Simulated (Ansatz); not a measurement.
## What a change does: single-point calculation on BH3O3

System: BH3O3, SMILES OB(O)O.
Method of run A: RKS PBE0-D4/def2-TZVP (Ansatz 0.2.0).

Text and figures count atoms from 1; the logs count them from 0 in places.

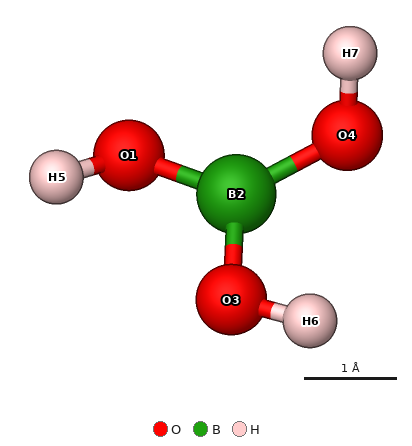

Fig. 1: The structure as given in the input (ball-and-stick view, seen at a tilt; atoms are numbered from 1 in the order of the input). Bond lengths as drawn: B–O 1.36 to 1.38 Å and H–O 0.96 Å.

### The input, run A
```yaml
crystal:
  periodic: [false, false, false]
  atoms:
    - { symbol: O, position_ang: [-1.10972, 0.802517, 0.321858] }
    - { symbol: B, position_ang: [-0.012316, -0.00684, 0.228693] }
    - { symbol: O, position_ang: [0.814208, 0.211731, -0.829011] }
    - { symbol: O, position_ang: [0.311153, -1.010725, 1.112946] }
    - { symbol: H, position_ang: [-1.457263, 1.118692, -0.511523] }
    - { symbol: H, position_ang: [1.559035, -0.392514, -0.826852] }
    - { symbol: H, position_ang: [-0.335691, -1.710433, 1.204535] }
basis:
  gaussian: { orbitals: def2-TZVP }
hamiltonian:
  xc: pbe0
  dispersion: d4
output:
  forces: true
```

Launched with:
```bash
ansatz run input.yaml --threads 1 --pin off --max-ram 2560MiB --backend cpu --events-out ev --progress --plain --runs-dir out
```

Hardware: 1 thread of Arm Neoverse V1, 24 GiB of memory available, shared host.

### Output (run A)
```
Engine: ansatz 0.2.0, aarch64-unknown-linux-gnu
Functional definition: PBE0
  parameter a = 0.25
  parameter kappa = 0.804
  parameter beta = 0.06672455060314922
  exchange = (1 - a)*pbe_x(kappa = kappa, mu = beta*pi^2/3) + a*exact_x
  correlation = pbe_c(beta = beta)
754 factors; their error is unknown
mean field evaluation 1: about -6856.5102 eV, gradient 7.8e1 eV
mean field evaluation 2: about -6847.6571 eV, gradient 1.1e2 eV
mean field evaluation 4: about -6865.8644 eV, gradient 1.5e0 eV
mean field evaluation 8: about -6865.8684 eV, gradient 1.7e-2 eV
mean field evaluation 16: about -6865.8826 eV, gradient 3.8e-5 eV
mean field -6865.88258068 eV, -252.3165309776 hartree, gradient 3.8e-5 eV, S^2 0.000000; 0 other end points of the search recorded, 0 dependent functions left out
the calculation of the forces begins
reference -6865.88260623 eV, -252.3165319165 hartree; 16, 16 occupied and 126, 126 virtual orbitals, 754 factors
Total energy: -6865.95224200 eV, -252.3190909840 hartree
Atom 0 at    -1.109720     0.802517     0.321858 Å, force    -0.463031    -0.702917     0.634083 eV/Å
Atom 1 at    -0.012316    -0.006840     0.228693 Å, force    -0.125842     0.072034    -0.512142 eV/Å
Atom 2 at     0.814208     0.211731    -0.829011 Å, force     0.426821     0.181844    -0.256147 eV/Å
Atom 3 at     0.311153    -1.010725     1.112946 Å, force     0.022382     0.021694    -0.038708 eV/Å
Atom 4 at    -1.457263     1.118692    -0.511523 Å, force     0.340138     0.231150    -0.093750 eV/Å
Atom 5 at     1.559035    -0.392514    -0.826852 Å, force     0.006235    -0.054161    -0.033787 eV/Å
Atom 6 at    -0.335691    -1.710433     1.204535 Å, force    -0.206704     0.250356     0.300452 eV/Å
Dipole moment:    -0.101606    -0.333621    -0.247388 e Å
```

The input of run B differs as follows (lines with − go, lines with + come):
```diff
-    - { symbol: O, position_ang: [0.814208, 0.211731, -0.829011] }
-    - { symbol: O, position_ang: [0.311153, -1.010725, 1.112946] }
+    - { symbol: O, position_ang: [0.448075, -0.262112, -1.025312] }
+    - { symbol: O, position_ang: [0.649248, -0.573198, 1.294475] }
-    - { symbol: H, position_ang: [1.559035, -0.392514, -0.826852] }
-    - { symbol: H, position_ang: [-0.335691, -1.710433, 1.204535] }
+    - { symbol: H, position_ang: [1.217155, -0.834972, -1.010122] }
+    - { symbol: H, position_ang: [0.295327, -0.370625, 2.160553] }
```

How does run B compare with run A?

On the same kind of shared host run B took about 140 times as long.

### Output (run B)
```
Engine: ansatz 0.2.0, aarch64-unknown-linux-gnu
Functional definition: PBE0
  parameter a = 0.25
  parameter kappa = 0.804
  parameter beta = 0.06672455060314922
  exchange = (1 - a)*pbe_x(kappa = kappa, mu = beta*pi^2/3) + a*exact_x
  correlation = pbe_c(beta = beta)
754 factors; their error is unknown
mean field evaluation 1: about -6857.0604 eV, gradient 7.7e1 eV
mean field evaluation 2: about -6848.8496 eV, gradient 1.0e2 eV
mean field evaluation 4: about -6866.2094 eV, gradient 1.4e0 eV
mean field evaluation 8: about -6866.2294 eV, gradient 3.4e-1 eV
mean field evaluation 16: about -6866.2295 eV, gradient 5.4e-5 eV
mean field -6866.22947042 eV, -252.3292789406 hartree, gradient 5.4e-5 eV, S^2 0.000000; 0 other end points of the search recorded, 0 dependent functions left out
the calculation of the forces begins
reference -6866.22949546 eV, -252.3292798607 hartree; 16, 16 occupied and 126, 126 virtual orbitals, 754 factors
Total energy: -6866.29900497 eV, -252.3318342879 hartree
Atom 0 at    -1.109720     0.802517     0.321858 Å, force     0.035966    -0.091399     0.939202 eV/Å
Atom 1 at    -0.012316    -0.006840     0.228693 Å, force    -0.099766     0.083033    -0.174325 eV/Å
Atom 2 at     0.448075    -0.262112    -1.025312 Å, force     0.321278    -0.217500    -0.289281 eV/Å
Atom 3 at     0.649248    -0.573198     1.294475 Å, force    -0.338357     0.270945    -0.264011 eV/Å
Atom 4 at    -1.457263     1.118692    -0.511523 Å, force     0.174162    -0.119065    -0.146726 eV/Å
Atom 5 at     1.217155    -0.834972    -1.010122 Å, force     0.043336    -0.027829    -0.065317 eV/Å
Atom 6 at     0.295327    -0.370625     2.160553 Å, force    -0.136619     0.101814     0.000459 eV/Å
Dipole moment:     0.015117    -0.014291     0.043141 e Å
```

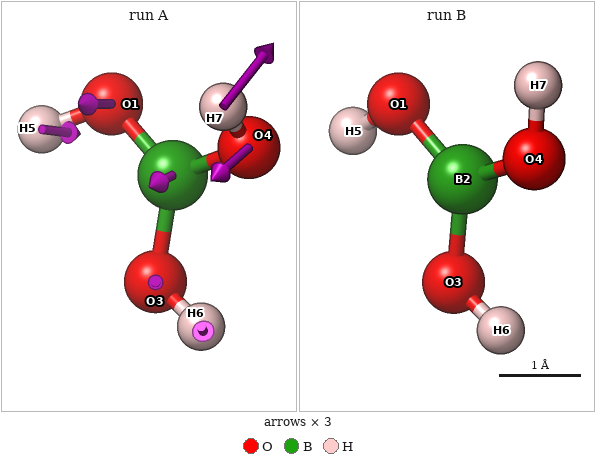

Fig. 2: The two input geometries at one scale (ball-and-stick view, seen at a tilt). The pink arrows on the first give the shifts of the atoms after the best rigid fit, magnified 3 times. The largest move after the best rigid fit is that of H7, 0.41 Å. By element the largest moves are H 0.41 Å, O 0.31 Å, B 0.18 Å.

### The two runs side by side

| quantity | run A | run B |
| --- | --- | --- |
| outcome | converged | converged |
| total energy (hartree) | −252.319091 | – |
| largest force (eV/Å) | 1.054 | – |
| basis functions | 142 | – |
| wall time (shared host) | 3.9 s | 8.9 min |
